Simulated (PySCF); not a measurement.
# C$_{4}$H$_{8}$O (SMILES COC1CC1): what the fields show

Input

```
{"job": {"kind": "uv", "xc": "CAM-B3LYP", "basis": "def2-SVPD", "ip": true}, "charge": 0, "multiplicity": 1}
C      1.709280     0.849745     0.504368
O      0.682093     0.057408     1.022992
C     -0.035010    -0.607062     0.048122
C     -1.449064    -0.930727     0.367850
C     -1.137340     0.118813    -0.668245
H      2.212178     1.342085     1.348394
H      1.325593     1.627295    -0.183866
H      2.458179     0.247950    -0.046950
H      0.550447    -1.339674    -0.528790
H     -1.808397    -0.581423     1.339018
H     -1.852352    -1.893576     0.044914
H     -1.323101    -0.104143    -1.722360
H     -1.301875     1.161211    -0.381808
```

Launched as:

```sh
OMP_NUM_THREADS=1 python probes_run.py task.json out
```

Geometry: PBE0-D3(BJ)/def2-SVP.

Level of theory: PySCF, CAM-B3LYP/def2-SVPD, SCF density, gas phase.

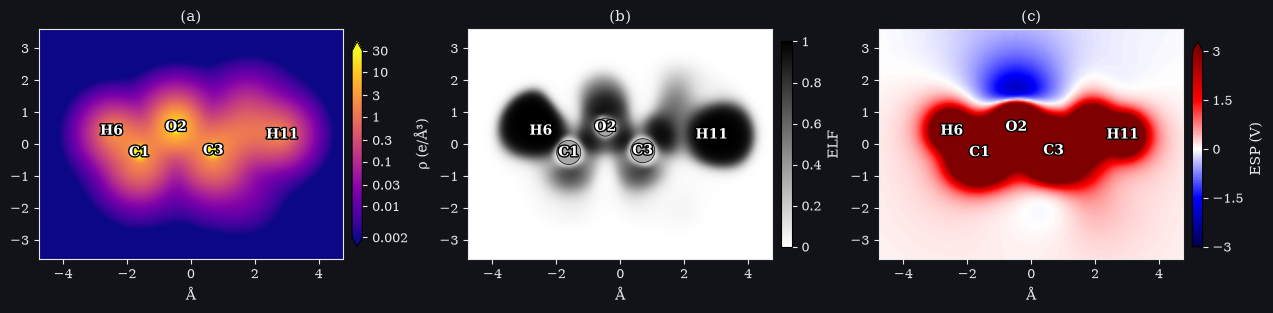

Figure 1. (a) electron density; (b) electron localisation function; (c) electrostatic potential on the plane of atoms C1, O2 and C3. Grey discs cover the atomic cores in the ELF map.

### What do the fields say about this system?

- The plane passes through C, O and H nuclei.
- C–O (1.38 Å): the density is about 2.2 e/Å³ at the midpoint, with its minimum of 1.9 e/Å³ about 0.5 Å from C; the ELF peaks at about 0.90 between the atoms; a shared but strongly polarised pair.
- C–H (1.10 Å): ρ at the midpoint is about 2 e/Å³; the ELF climbs to about 1 towards the hydrogen, as it does in any bond to H: a covalent bond by its length.
- The ELF also peaks beside O2, away from the bonds: lone-pair regions.
- Outside the dense part of the molecule the potential is most negative (−2.0 V) near O2.

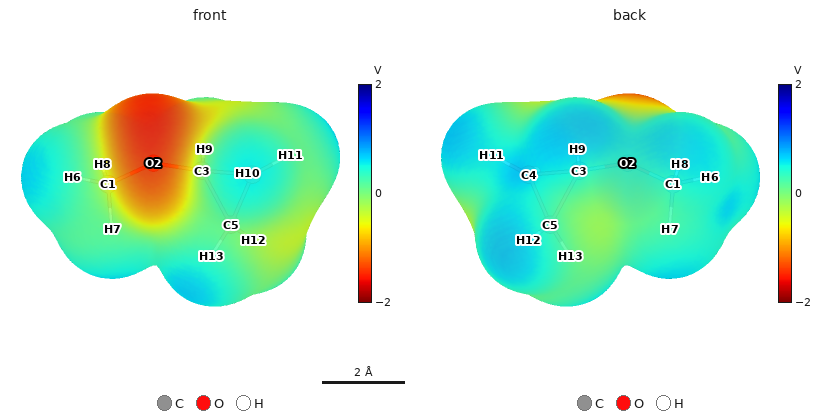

Figure 2. The electrostatic potential painted on the density surface at 0.002 e/bohr³, seen from the front and from behind; the colour scale runs from red (negative) to blue (positive).

### Which sites attract a positive test charge, and which a negative one?

A positive charge is drawn to the negative regions and a negative charge to the positive ones. The most negative region (about −1.5 V) lies over O2, the most positive (about +0.7 V) over the C and H atoms. O2 is the likeliest acceptor of a hydrogen bond.
